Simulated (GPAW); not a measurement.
## AlNH3: geometry relaxation (part 2 of 5)

Continued. System: AlNH3, multiplicity 2. Method: r2SCAN/plane waves, UKS, scalar-relativistic datasets (GPAW 26.7.0). The atoms were displaced at random from an optimised geometry.

Geometry of the input (Å):
```
N  0.0000  0.0000  0.0000
Al 1.7317  0.0000  0.0000
H  -0.6520  0.7710  0.0000
H  -0.6539  -0.7838  -0.0133
H  2.3184  -1.4996  -0.0565
```

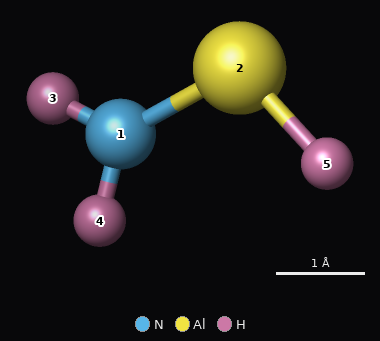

The starting structure (ball-and-stick view, seen at a tilt; atoms are numbered from 1 in the order of the input). Sticks mark near contacts.

## Log, continued
```
Fermi levels: -2.242, -3.868
Eigenvalues  # (at kpt = [0.000, 0.000, 0.000])
| band index |      eig [eV] | occ [0-1] |      eig [eV] | occ [0-1] |
|------------|---------------|-----------|---------------|-----------|
|          0 |       -21.199 |     1.000 |       -21.169 |     1.000 |
|          1 |       -11.453 |     1.000 |       -11.409 |     1.000 |
|          2 |       -10.278 |     1.000 |        -9.864 |     1.000 |
|          3 |        -8.099 |     1.000 |        -7.785 |     1.000 |
|          4 |        -5.593 |     1.000 |        -5.594 |     1.000 |
|          5 |        -5.045 |     1.000 |        -2.692 |     0.000 |
|          6 |        -1.792 |     0.000 |        -0.960 |     0.000 |
|          7 |        -0.429 |     0.000 |        -0.166 |     0.000 |
|          8 |         0.120 |     0.000 |         0.266 |     0.000 |
|          9 |         0.737 |     0.000 |         0.859 |     0.000 |
|         10 |         0.909 |     0.000 |         0.971 |     0.000 |

Gap: 0.901 eV
Transition (v -> c):
  (s=1, k=0, n=5, [0.00, 0.00, 0.00]) -> (s=0, k=0, n=6, [0.00, 0.00, 0.00])
No difference between direct/indirect transitions
vacuum-level: 0.204  # V

Forces  # eV/Ang
|        x |        y |        z |
|----------|----------|----------|
|  2.82511 |  1.58822 |  0.22574 |  # N    0
| -3.15201 |  0.70164 |  0.03443 |  # Al   1
|  0.45124 | -1.63798 |  0.02187 |  # H    2
| -0.40405 |  0.21078 | -0.02189 |  # H    3
|  0.45791 | -0.84029 | -0.01854 |  # H    4

Force computation time: 0.277  # s
         .-------------------------------.
        /|                               |
       / |                               |
      /  |                               |
     /   |                               |
    /    |                               |
   /     |                               |
  /      |                               |
 *       |                               |
 |       |        H                      |
 |       |       H N    Al               |
 |       |              H                |
 |       .-------------------------------.
 |      /                               /
 |     /                               /
 |    /                               /
 |   /                               /
 |  /                               /
 | /                               /
 |/                               /
 *-------------------------------*

Atoms  # Å, Bohr magnetons
|   | symbol |        x |        y |        z |    initial magnetic moments |
|---|--------|----------|----------|----------|-----------------------------|
| 0 |      N | 5.619758 | 6.497117 | 5.061420 | ( 0.0000,  0.0000,  0.0100) |
| 1 |     Al | 7.424282 | 6.491051 | 5.055786 | ( 0.0000,  0.0000,  0.2222) |
| 2 |      H | 4.992468 | 7.310533 | 5.057734 | ( 0.0000,  0.0000, -0.0006) |
| 3 |      H | 5.000342 | 5.684407 | 5.042915 | ( 0.0000,  0.0000,  0.0065) |
| 4 |      H | 7.975552 | 5.003464 | 5.000532 | ( 0.0000,  0.0000,  0.0450) |

Unit cell  # Å
| periodic |         x |         y |         z |   lengths |    angles |
|----------|-----------|-----------|-----------|-----------|-----------|
|       no | 12.972326 |  0.000000 |  0.000000 | 12.972326 | 90.000000 |
|       no |  0.000000 | 12.270583 |  0.000000 | 12.270583 | 90.000000 |
|       no |  0.000000 |  0.000000 | 10.056529 | 10.056529 | 90.000000 |

Initialization done in: 1.957 s

convergence criteria:
- Maximum integral of absolute [eigenst]ate change: 1e-06 eV^2 / valence electron
- Maximum [total energy] change in last 3 cyles: 0.0005 eV / valence electron
- Maximum integral of absolute [dens]ity change: 0.0001 electrons / valence electron
maximum number of iterations: 60

SCF iterations
|iter     |     time |      energy | eigst |  dens |  magmom |
|---------|----------|-------------|-------|-------|---------|
|iter:   1| 00:01:53 |  -21.617800 | -1.05 |       |  +0.9883|
|iter:   2| 00:01:56 |  -21.632560 | -2.23 | -1.31 |  +0.9895|
|iter:   3| 00:01:59 |  -21.557486 | -1.67 | -1.39 |  +0.9929|
|iter:   4| 00:02:01 |  -21.558037 | -3.45 | -1.66 |  +0.9932|
|iter:   5| 00:02:04 |  -21.558811c| -2.45 | -1.70 |  +0.9975|
|iter:   6| 00:02:07 |  -21.550951 | -2.61 | -1.96 |  +0.9983|
|iter:   7| 00:02:09 |  -21.551948 | -3.19 | -2.17 |  +0.9987|
|iter:   8| 00:02:12 |  -21.551441c| -3.59 | -2.18 |  +0.9998|
|iter:   9| 00:02:15 |  -21.551482c| -4.53 | -2.75 |  +0.9999|
|iter:  10| 00:02:17 |  -21.551513c| -5.43 | -2.88 |  +0.9999|
|iter:  11| 00:02:20 |  -21.551515c| -5.40 | -3.16 |  +1.0000|
|iter:  12| 00:02:23 |  -21.551516c| -6.68c| -3.39 |  +1.0001|
|iter:  13| 00:02:26 |  -21.551519c| -5.83 | -3.47 |  +1.0001|
|iter:  14| 00:02:28 |  -21.551517c| -6.10c| -3.63 |  +1.0001|
|iter:  15| 00:02:31 |  -21.551517c| -6.81c| -3.68 |  +1.0000|
|iter:  16| 00:02:34 |  -21.551517c| -7.30c| -3.92 |  +1.0000|
|iter:  17| 00:02:36 |  -21.551517c| -7.03c| -4.00 |  +1.0000|
|iter:  18| 00:02:39 |  -21.551517c| -7.02c| -4.20c|  +1.0000|

Converged in 18 steps
SCF loop duration: 46.539 s (2.585 s/step)
Energy contributions relative to reference atoms: (reference = -8122.615256)

Energy contributions:
  Kinetic:           2.454652
  Coulomb:          -0.987331
  Zero:              0.027233
  External:          0.000000
  Xc:              -23.046071
  Entropy:           0.000000
  Spinorbit:         0.000000
  ----------------------------
  Free energy:     -21.551517
  Extrapolated:    -21.551517

dipole moment: (-0.162296, 0.113117, 0.000082)  # |e|*Ang

Total magnetic moment: (0.000000, 0.000000, 0.999997)

Local magnetic moments
|        x |        y |         z |
|----------|----------|-----------|
| 0.000000 | 0.000000 |  0.008495 |  # N    0
| 0.000000 | 0.000000 |  0.216079 |  # Al   1
| 0.000000 | 0.000000 | -0.000375 |  # H    2
| 0.000000 | 0.000000 |  0.007638 |  # H    3
| 0.000000 | 0.000000 |  0.045030 |  # H    4

Fermi levels: -1.999, -3.646
Eigenvalues  # (at kpt = [0.000, 0.000, 0.000])
| band index |      eig [eV] | occ [0-1] |      eig [eV] | occ [0-1] |
|------------|---------------|-----------|---------------|-----------|
|          0 |       -21.942 |     1.000 |       -21.917 |     1.000 |
|          1 |       -11.503 |     1.000 |       -11.456 |     1.000 |
|          2 |       -10.875 |     1.000 |       -10.609 |     1.000 |
|          3 |        -8.221 |     1.000 |        -7.786 |     1.000 |
|          4 |        -6.110 |     1.000 |        -6.104 |     1.000 |
|          5 |        -4.814 |     1.000 |        -2.478 |     0.000 |
|          6 |        -1.520 |     0.000 |        -0.707 |     0.000 |
|          7 |        -0.291 |     0.000 |        -0.096 |     0.000 |
|          8 |         0.205 |     0.000 |         0.365 |     0.000 |
|          9 |         0.732 |     0.000 |         0.854 |     0.000 |
|         10 |         0.921 |     0.000 |         0.980 |     0.000 |

Gap: 0.958 eV
Transition (v -> c):
  (s=1, k=0, n=5, [0.00, 0.00, 0.00]) -> (s=0, k=0, n=6, [0.00, 0.00, 0.00])
No difference between direct/indirect transitions
vacuum-level: 0.204  # V

Forces  # eV/Ang
|        x |        y |        z |
|----------|----------|----------|
|  0.48379 |  0.43766 |  0.14646 |  # N    0
| -0.61448 | -0.02422 | -0.01270 |  # Al   1
| -0.02044 |  0.42535 |  0.03418 |  # H    2
| -0.14475 | -0.69120 | -0.01064 |  # H    3
|  0.21266 | -0.14080 |  0.00726 |  # H    4

Force computation time: 0.277  # s
BFGSLineSearch:    1[  2] 00:02:39      -21.551517       0.7063
         .-------------------------------.
        /|                               |
       / |                               |
      /  |                               |
     /   |                               |
    /    |                               |
   /     |                               |
  /      |                               |
 *       |                               |
 |       |        H                      |
 |       |       H N   Al                |
 |       |              H                |
 |       .-------------------------------.
 |      /                               /
 |     /                               /
 |    /                               /
 |   /                               /
 |  /                               /
 | /                               /
 |/                               /
 *-------------------------------*

Atoms  # Å, Bohr magnetons
|   | symbol |        x |        y |        z |    initial magnetic moments |
|---|--------|----------|----------|----------|-----------------------------|
| 0 |      N | 5.638057 | 6.538369 | 5.080213 | ( 0.0000,  0.0000,  0.0085) |
| 1 |     Al | 7.397033 | 6.481185 | 5.053880 | ( 0.0000,  0.0000,  0.2161) |
| 2 |      H | 4.982271 | 7.387527 | 5.062176 | ( 0.0000,  0.0000, -0.0004) |
| 3 |      H | 4.986275 | 5.588481 | 5.041580 | ( 0.0000,  0.0000,  0.0076) |
| 4 |      H | 7.999463 | 4.992507 | 5.001717 | ( 0.0000,  0.0000,  0.0450) |

Unit cell  # Å
| periodic |         x |         y |         z |   lengths |    angles |
|----------|-----------|-----------|-----------|-----------|-----------|
|       no | 12.972326 |  0.000000 |  0.000000 | 12.972326 | 90.000000 |
|       no |  0.000000 | 12.270583 |  0.000000 | 12.270583 | 90.000000 |
|       no |  0.000000 |  0.000000 | 10.056529 | 10.056529 | 90.000000 |

Initialization done in: 1.952 s

convergence criteria:
- Maximum integral of absolute [eigenst]ate change: 1e-06 eV^2 / valence electron
- Maximum [total energy] change in last 3 cyles: 0.0005 eV / valence electron
- Maximum integral of absolute [dens]ity change: 0.0001 electrons / valence electron
maximum number of iterations: 60

SCF iterations
|iter     |     time |      energy | eigst |  dens |  magmom |
|---------|----------|-------------|-------|-------|---------|
|iter:   1| 00:02:42 |  -21.556009c| -0.89 |       |  +0.9924|
|iter:   2| 00:02:45 |  -21.471205 | -2.24 | -1.30 |  +0.9931|
|iter:   3| 00:02:47 |  -21.347817 | -1.42 | -1.39 |  +0.9964|
|iter:   4| 00:02:50 |  -21.344248 | -3.24 | -1.66 |  +0.9963|
|iter:   5| 00:02:53 |  -21.341742 | -3.86 | -1.71 |  +0.9963|
|iter:   6| 00:02:55 |  -21.335613 | -2.14 | -1.76 |  +0.9988|
|iter:   7| 00:02:58 |  -21.336097 | -3.60 | -2.17 |  +0.9988|
|iter:   8| 00:03:01 |  -21.334828c| -3.77 | -2.16 |  +0.9987|
|iter:   9| 00:03:04 |  -21.333758c| -3.53 | -2.26 |  +0.9998|
|iter:  10| 00:03:06 |  -21.333766c| -4.50 | -2.52 |  +0.9998|
|iter:  11| 00:03:09 |  -21.333778c| -4.33 | -2.58 |  +0.9999|
|iter:  12| 00:03:12 |  -21.333779c| -5.40 | -3.09 |  +1.0000|
|iter:  13| 00:03:14 |  -21.333779c| -6.27c| -3.26 |  +1.0000|
|iter:  14| 00:03:17 |  -21.333781c| -5.41 | -3.31 |  +1.0000|
|iter:  15| 00:03:20 |  -21.333782c| -5.55 | -3.44 |  +1.0000|
|iter:  16| 00:03:22 |  -21.333781c| -6.72c| -3.53 |  +1.0000|
|iter:  17| 00:03:25 |  -21.333781c| -6.24c| -3.75 |  +1.0000|
|iter:  18| 00:03:28 |  -21.333781c| -6.68c| -4.01c|  +1.0000|

Converged in 18 steps
SCF loop duration: 46.626 s (2.590 s/step)
Energy contributions relative to reference atoms: (reference = -8122.615256)

Energy contributions:
  Kinetic:          -1.699743
  Coulomb:           1.821032
  Zero:              0.025589
  External:          0.000000
  Xc:              -21.480659
  Entropy:           0.000000
  Spinorbit:         0.000000
  ----------------------------
  Free energy:     -21.333781
  Extrapolated:    -21.333781

dipole moment: (-0.215524, 0.087538, -0.011292)  # |e|*Ang

Total magnetic moment: (0.000000, 0.000000, 1.000008)

Local magnetic moments
|        x |        y |         z |
|----------|----------|-----------|
| 0.000000 | 0.000000 |  0.007165 |  # N    0
| 0.000000 | 0.000000 |  0.209744 |  # Al   1
| 0.000000 | 0.000000 | -0.000584 |  # H    2
| 0.000000 | 0.000000 |  0.010677 |  # H    3
| 0.000000 | 0.000000 |  0.045063 |  # H    4

Fermi levels: -1.894, -3.513
Eigenvalues  # (at kpt = [0.000, 0.000, 0.000])
| band index |      eig [eV] | occ [0-1] |      eig [eV] | occ [0-1] |
|------------|---------------|-----------|---------------|-----------|
|          0 |       -21.478 |     1.000 |       -21.456 |     1.000 |
|          1 |       -11.316 |     1.000 |       -11.259 |     1.000 |
|          2 |       -10.664 |     1.000 |       -10.401 |     1.000 |
|          3 |        -8.213 |     1.000 |        -7.776 |     1.000 |
|          4 |        -6.215 |     1.000 |        -6.209 |     1.000 |
|          5 |        -4.658 |     1.000 |        -2.368 |     0.000 |
|          6 |        -1.419 |     0.000 |        -0.631 |     0.000 |
|          7 |        -0.473 |     0.000 |        -0.244 |     0.000 |
|          8 |         0.193 |     0.000 |         0.302 |     0.000 |
|          9 |         0.727 |     0.000 |         0.848 |     0.000 |
|         10 |         0.895 |     0.000 |         0.933 |     0.000 |

Gap: 0.948 eV
Transition (v -> c):
  (s=1, k=0, n=5, [0.00, 0.00, 0.00]) -> (s=0, k=0, n=6, [0.00, 0.00, 0.00])
No difference between direct/indirect transitions
vacuum-level: 0.207  # V

Forces  # eV/Ang
|        x |        y |        z |
|----------|----------|----------|
| -3.31684 | -1.47247 |  0.12189 |  # N    0
|  0.61882 | -0.08607 | -0.02244 |  # Al   1
|  0.79013 | -1.18904 |  0.04953 |  # H    2
|  1.80226 |  2.84343 |  0.11040 |  # H    3
|  0.02279 |  0.04057 |  0.01372 |  # H    4

Force computation time: 0.278  # s
         .-------------------------------.
        /|                               |
       / |                               |
      /  |                               |
     /   |                               |
    /    |                               |
   /     |                               |
  /      |                               |
 *       |                               |
 |       |        H                      |
 |       |       H N    Al               |
 |       |              H                |
 |       .-------------------------------.
 |      /                               /
 |     /                               /
 |    /                               /
 |   /                               /
 |  /                               /
 | /                               /
 |/                               /
 *-------------------------------*

Atoms  # Å, Bohr magnetons
|   | symbol |        x |        y |        z |    initial magnetic moments |
|---|--------|----------|----------|----------|-----------------------------|
| 0 |      N | 5.623179 | 6.504829 | 5.064933 | ( 0.0000,  0.0000,  0.0072) |
| 1 |     Al | 7.419188 | 6.489206 | 5.055430 | ( 0.0000,  0.0000,  0.2097) |
| 2 |      H | 4.990562 | 7.324927 | 5.058565 | ( 0.0000,  0.0000, -0.0006) |
| 3 |      H | 4.997712 | 5.666475 | 5.042665 | ( 0.0000,  0.0000,  0.0107) |
| 4 |      H | 7.980022 | 5.001416 | 5.000754 | ( 0.0000,  0.0000,  0.0451) |

Unit cell  # Å
| periodic |         x |         y |         z |   lengths |    angles |
|----------|-----------|-----------|-----------|-----------|-----------|
|       no | 12.972326 |  0.000000 |  0.000000 | 12.972326 | 90.000000 |
|       no |  0.000000 | 12.270583 |  0.000000 | 12.270583 | 90.000000 |
|       no |  0.000000 |  0.000000 | 10.056529 | 10.056529 | 90.000000 |

Initialization done in: 1.966 s

convergence criteria:
- Maximum integral of absolute [eigenst]ate change: 1e-06 eV^2 / valence electron
- Maximum [total energy] change in last 3 cyles: 0.0005 eV / valence e
[... cut ...]
ero:              0.007900
  External:          0.000000
  Xc:              -22.884858
  Entropy:           0.000000
  Spinorbit:         0.000000
  ----------------------------
  Free energy:     -21.596866
  Extrapolated:    -21.596866
```
